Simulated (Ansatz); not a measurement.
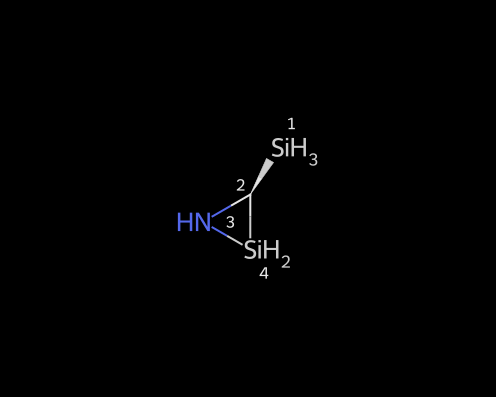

A structural formula, with wedges where it has stereocentres; small numbers name the atoms. The configuration is that of a computed structure (PBE-D4/def2-SVP).

Assign CIP descriptors.

C2: S.
